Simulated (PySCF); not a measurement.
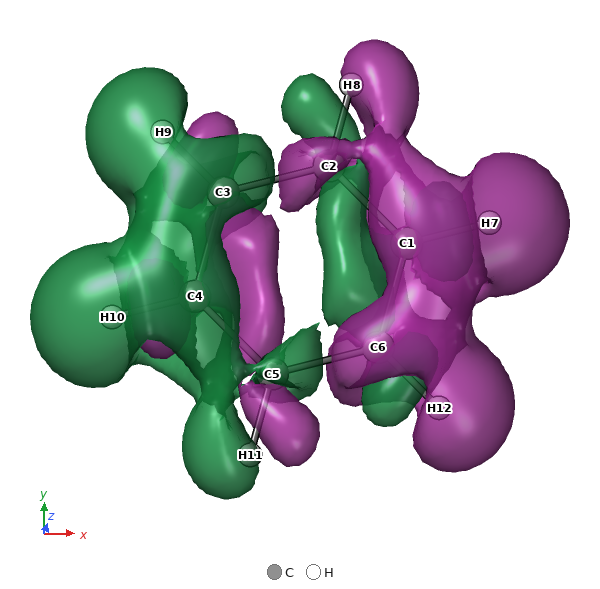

Figure. C₆H₆, SMILES `c1ccccc1`. Change of the electron density in a uniform field of 0.26 V/Å, surfaces at ±0.0015 e/Å³ (green: gain, purple: loss).

Method: HF/def2-SVPD; geometry: GFN2-xTB; program: PySCF. No frequency check shows the geometry to be a minimum.

Geometry (Å), atoms numbered from 1:

```
C1       1.3374    0.3584    0.0000
C2       0.3583    1.3374    0.0000
C3      -0.9791    0.9790    0.0000
C4      -1.3374   -0.3584    0.0000
C5      -0.3583   -1.3374    0.0000
C6       0.9791   -0.9790    0.0000
H7       2.3811    0.6381    0.0000
H8       0.6379    2.3811    0.0000
H9      -1.7431    1.7430    0.0000
H10     -2.3811   -0.6381    0.0000
H11     -0.6380   -2.3811    0.0000
H12      1.7432   -1.7430    0.0000
```

> Along which Cartesian direction does the field point?

Along +x: electrons gather on the −x side, against the field.

> How large is the response?

The induced dipole is 0.97 D (along the field); α along this axis, from the fields in both directions, is 76 bohr³ (11.3 Å³).

> Which atoms gain and lose the most charge?

Electrons gather most on C4 (Hirshfeld charge changes by −0.013 e) and leave C1 most (+0.013 e); 0.080 electrons are displaced in all.

Run time: 6.5 s on 1 thread of Arm Neoverse V1 (shared host), peak memory 0.35 GiB.
